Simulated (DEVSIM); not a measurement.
Device: isotype n-n heterojunction Si/Ge, at 250 K.

| layer (left to right) | material | thickness (μm) | Nd (cm⁻³) | τn (s) | τp (s) |
|---|---|---|---|---|---|
| 1 | Si | 0.260 | 5.4e16 | 2.3e-6 | 2.3e-6 |
| 2 | Ge | 0.580 | 7e17 | 2.3e-6 | 2.3e-6 |

Left contact: ohmic. Right contact: ohmic. Voltage is applied to the left contact. Recombination: SRH at mid-gap. Mobility is constant in doping.

The device is made up for the run: typed textbook-type constants, with dimensions and the other settings drawn at random. Values at 300 K; Nc and Nv go as T^1.5, mobilities as T to minus their exponent, the gap by Varshni's rule with the affinity fixed.

```csv
parameter,Si,Ge
gap (eV),1.124,0.664
affinity (eV),4.05,4
permittivity,11.7,16
Nc (cm⁻³),2.86e19,1.04e19
Nv (cm⁻³),3.1e19,6e18
μn (cm²/Vs),1417,3900
μp (cm²/Vs),470,1900
T exponent of μn,2.3,1.66
T exponent of μp,2.2,2.33
Varshni α (eV/K),0.000473,0.000477
Varshni β (K),636,235
```

Model (solved in DEVSIM): 1D drift-diffusion, Boltzmann statistics, complete ionisation; no tunnelling, impact ionisation, image-force lowering or self-heating. Band offsets follow the typed affinities; no thermionic-emission limit at abrupt steps, no polarisation charge.

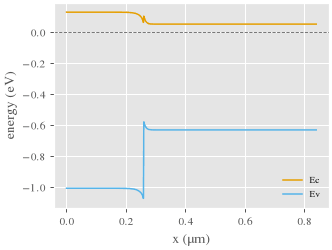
Fig. 1. Band edges at zero bias

Energies count from the Fermi level of the right contact; mesh points crowd at the junctions.

```csv
x (μm),Ec (eV),Ev (eV),n (cm⁻³),p (cm⁻³),field (V/cm)
0.000,0.129,-1.007,5.4e16,< 1e2,≈ 0
0.004367,0.129,-1.007,5.4e16,< 1e2,≈ 0
0.01326,0.129,-1.007,5.4e16,< 1e2,≈ 0
0.02922,0.129,-1.007,5.4e16,< 1e2,≈ 0
0.07308,0.129,-1.007,5.4e16,< 1e2,≈ 0
0.1450,0.129,-1.007,5.4e16,< 1e2,-21
0.2010,0.128,-1.008,5.7e16,< 1e2,-690
0.2380,0.117,-1.019,9.4e16,< 1e2,-8200
0.2506,0.099,-1.037,2.2e17,< 1e2,-24000
0.2573,0.074,-1.062,6.9e17,< 1e2,-58000
0.2611,0.097,-0.586,8.8e16,7000000,-64000
0.2696,0.064,-0.619,4.1e17,1500000,-20000
0.2826,0.053,-0.630,6.7e17,930000,-1900
0.3094,0.052,-0.631,7.0e17,890000,-12
0.3812,0.052,-0.631,7.0e17,890000,≈ 0
0.5045,0.052,-0.631,7.0e17,890000,≈ 0
0.6552,0.052,-0.631,7.0e17,890000,≈ 0
0.7451,0.052,-0.631,7.0e17,890000,≈ 0
0.8036,0.052,-0.631,7.0e17,890000,≈ 0
0.8232,0.052,-0.631,7.0e17,890000,≈ 0
0.8335,0.052,-0.631,7.0e17,890000,≈ 0
0.8400,0.052,-0.631,7.0e17,890000,≈ 0
```
